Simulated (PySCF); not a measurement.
## Electronic structure of C$_{3}$H$_{8}$O$_{2}$Si in real space

Input file:

```
{"job": {"kind": "uv", "xc": "CAM-B3LYP", "basis": "def2-SVPD", "nstates": 8, "ntriplets": 3}, "charge": 0, "multiplicity": 1}
C     -0.609000     1.510568    -0.745286
C     -0.532955     0.309406    -0.187705
C     -1.716933    -0.607315    -0.167206
Si     1.033026    -0.355669     0.628138
O      2.358289     0.563506     0.367400
O      1.341428    -1.788600    -0.066052
H      0.231202     2.185607    -0.774544
H     -1.514739     1.872287    -1.210553
H     -1.452011    -1.551252    -0.639136
H     -2.570840    -0.173681    -0.684214
H     -1.998121    -0.826234     0.861787
H      0.846847    -0.520955     2.073293
H      2.343792     1.489329     0.585875
H      2.239337    -2.107471    -0.098812
```

Command:

```sh
OMP_NUM_THREADS=1 python probes_run.py task.json out
```

Geometry: GFN2-xTB.

Theory: CAM-B3LYP/def2-SVPD, SCF density, gas phase (PySCF).

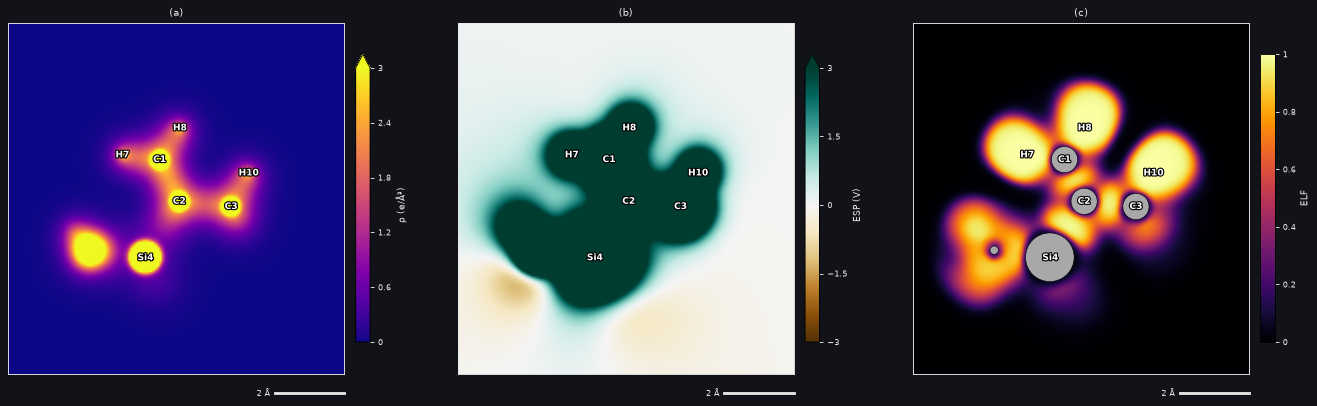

Figure 1. (a) total electron density; (b) molecular electrostatic potential; (c) ELF on the plane of atoms C1, C2 and Si4. Grey discs cover the atomic cores in the ELF map.

### Read the bonding off the picture.

The plane passes through C, Si and H nuclei.
C–C (1.33 Å): ρ is about 2.3 e/Å³ halfway; the ELF peaks at about 0.90 between the atoms; a short, multiple covalent bond.
C–Si (1.89 Å): ρ at the midpoint is about 0.99 e/Å³; the ELF peaks at about 1 between the atoms: a shared electron pair.
C–C (1.50 Å): the density is about 1.7 e/Å³ at the midpoint; the ELF peaks at about 0.95 between the atoms; localised, covalent bonding.
C–H (1.08 Å): ρ at the midpoint is about 2 e/Å³; the ELF climbs to about 1 towards the hydrogen, as it does in any bond to H; an ordinary covalent bond to hydrogen.
The ELF also peaks beside O5, away from the bonds: lone-pair regions.
Outside the dense part of the molecule the potential is most negative (−1.3 V) near O5, which lies off the plane.

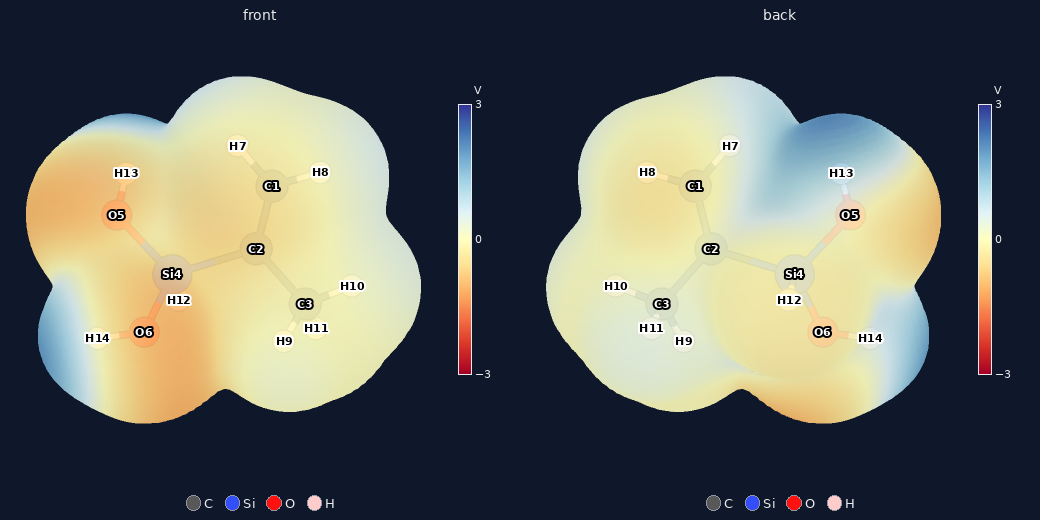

Figure 2. The electrostatic potential painted on the density surface at 0.001 e/bohr³, seen from the front and from behind; the colour scale runs from red (negative) to blue (positive).

### Where is the surface potential most negative and most positive?

The most negative region (about −1.1 V) lies over O6, the most positive (about +2.1 V) over H13. O6 is the likeliest acceptor of a hydrogen bond.

### What dipole moment does the calculation give?

Its dipole moment is 1.17 D.
